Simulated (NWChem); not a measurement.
# S2F2 (Difluorodisulfane) at HF/DGauss-DZVP

Aim: the vertical ionisation energy of S2F2 (Difluorodisulfane) at HF/DGauss-DZVP, from 2 runs. 

The calculation is run with NWChem 7.3.0.

2 further runs of the same task are left out: 1 that didn't finish, 1 set aside as unsound or not needed.

## Step 1: The structure to begin with

S2F2: 4 atoms, total charge 0, spin state singlet. As SMILES, `FSSF`. The coordinates come from a PBE0-D4/def2-TZVP relaxation.

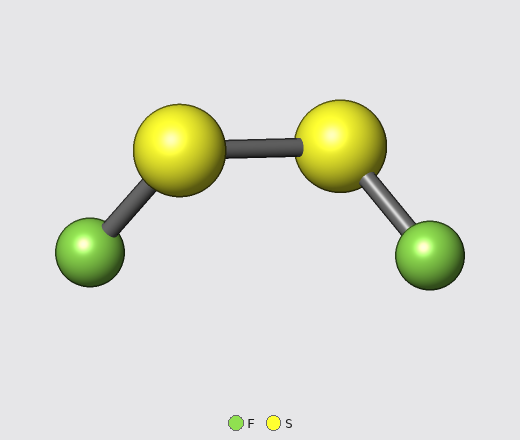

The structure, seen from a chosen angle (fluorine green, sulfur yellow).

## Step 2: A single-point energy at HF/DGauss-DZVP

Contents of job.nw:

```
start job
memory total 2200 mb

geometry units angstrom noautosym nocenter noautoz
  F    -1.783750   -0.199930   -0.621590
  S    -0.467670    0.764150   -0.632370
  S     1.044990   -0.276390   -0.184720
  F     1.206410   -0.287820    1.438680
end

basis spherical bse
  F library DGauss-DZVP
  S library DGauss-DZVP
end

scf
  singlet
  rhf
  thresh 1e-08
  maxiter 80
  noprint "final vectors analysis"
end

task scf energy
```

Run with:

```
$ nwchem job.nw > job.out
```

Log (excerpt; [...] marks lines left out):

```text
[...]
  functions       =    64
[...]
  wavefunction    = RHF
[...]
         Total SCF energy =   -993.747076601556
      One-electron energy =  -1834.636774876097
      Two-electron energy =    610.761362491953
 Nuclear repulsion energy =    230.128335782588
        Time for solution =     12.2s
[...]
```

It took 14 s on 1 thread of Intel Xeon Platinum 8259CL at 2.50GHz (Skylake/Cascade Lake), shared host; peak memory 0.098 GiB.

## Step 3: The doublet cation, same level

Contents of f2s2.xyz:

```xyz
4
F2S2 energy
F     -1.783750    -0.199930    -0.621590
S     -0.467670     0.764150    -0.632370
S      1.044990    -0.276390    -0.184720
F      1.206410    -0.287820     1.438680
```

Contents of f2s2.nw:

```
start f2s2
title "F2S2 energy"
memory stack 880 mb heap 220 mb global 1100 mb
charge 1

geometry units angstroms noautosym nocenter noautoz
 load f2s2.xyz
end

basis spherical bse
 * library DGauss-DZVP
end

scf
 doublet
 uhf
 thresh 1e-08
 maxiter 80
 noprint "final vectors analysis"
end

task scf energy
```

Run with:

```
$ nwchem f2s2.nw > f2s2.out
```

Log (excerpt; [...] marks lines left out):

```text
[...]
  functions       =    64
[...]
  wavefunction    = UHF
[...]
         Total SCF energy =   -993.358235644644
      One electron energy =  -1820.627900914258
      Two electron energy =    597.141329487026
 Nuclear repulsion energy =    230.128335782588
                       Sz =      0.5000
                 Sz(Sz+1) =      0.7500
                      S^2 =      0.7781
[...]
```

It took 64 s on 1 thread of Intel Xeon Platinum 8259CL at 2.50GHz (Skylake/Cascade Lake), shared host; peak memory 0.099 GiB.

## Step 4: Summary of results

At HF/DGauss-DZVP:

| quantity | value |
| --- | --- |
| singlet S2F2: total energy | -993.74708 Eh |
| singlet S2F2: dipole moment | 2.07 D |
| doublet cation: total energy | -993.35824 Eh |
| doublet cation: ⟨S²⟩ | 0.778 |
| vertical ionisation energy (to the doublet cation) | 10.581 eV |

**Reading.** Removing an electron at fixed nuclei costs 10.58 eV (1021 kJ/mol). Mulliken charges (singlet S2F2) run from -0.44 on F1 to +0.44 on S2.
